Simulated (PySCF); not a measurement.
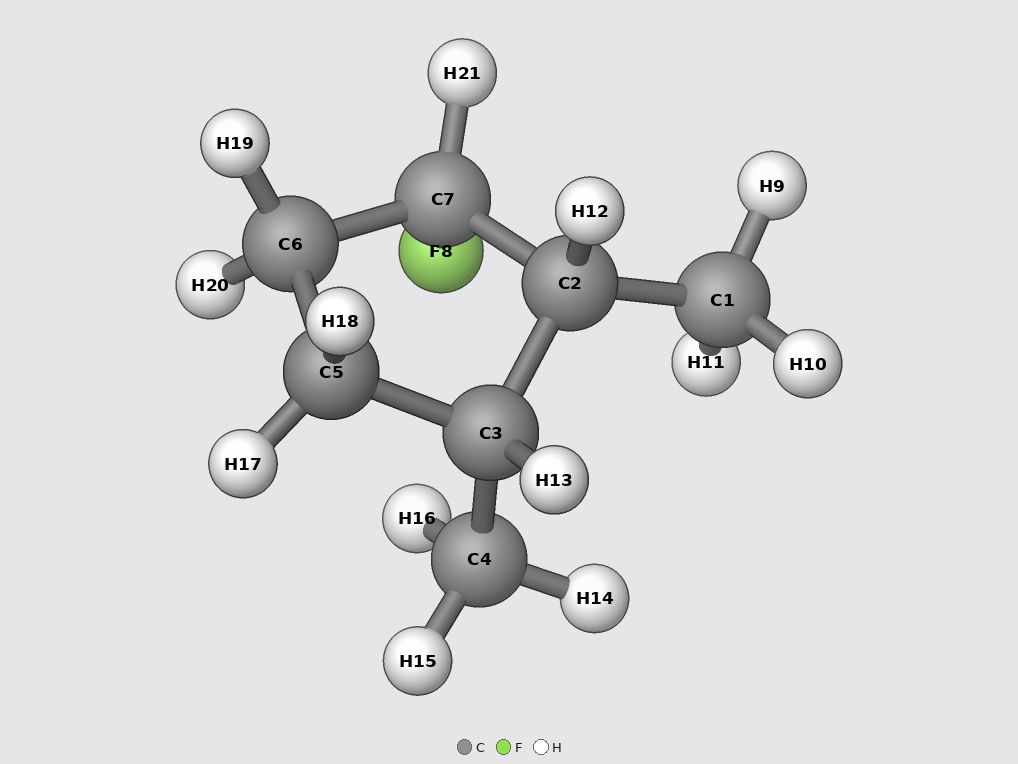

The geometry was computed by an optimisation with PBE0-D3(BJ)/def2-SVP. No frequency run is at hand to confirm it as a minimum. Method: delta-SCF UKS SCAN, pcX-2 on the ionised atom, pcseg-1 elsewhere, spin-free X2C (PySCF 2.14.0).

Give the core-electron binding energies (to vacuum) of C1 1s, C2 1s, C3 1s, C4 1s, C5 1s, C6 1s, C7 1s, F8 1s.

```csv
atom,level,binding energy (eV)
C1,1s,290.4
C2,1s,290.5
C3,1s,290.4
C4,1s,290.3
C5,1s,290.4
C6,1s,290.5
C7,1s,292.5
F8,1s,691.8
```
